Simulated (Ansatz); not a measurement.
The starting structures come from a database of crystals and need not be the phases stable at ambient conditions.

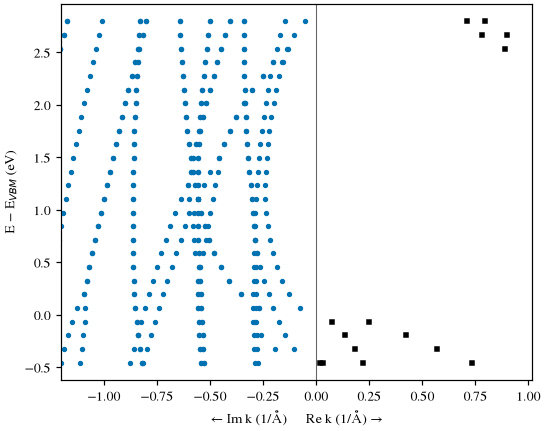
Fig. 1. Complex bands at the centre of the two-dimensional zone; r2SCAN in Ansatz (a program for electronic structure)

The gap is the functional's own. No spin-orbit coupling. Mid-gap values are interpolated on the energy grid.

### Question
This is Mg(AlS2)2 (R-3m, not sure to be the ambient phase, 7 atoms a cell, 20.2 Å³ an atom) along the normal of (101). Read off the slowest decay at the centre of the two-dimensional zone at 1.24 eV, the computed energy nearest the middle of the gap.

### Answer
κ ≈ 0.24 1/Å, a decay length 1/(2κ) of the density of 2.1 Å.
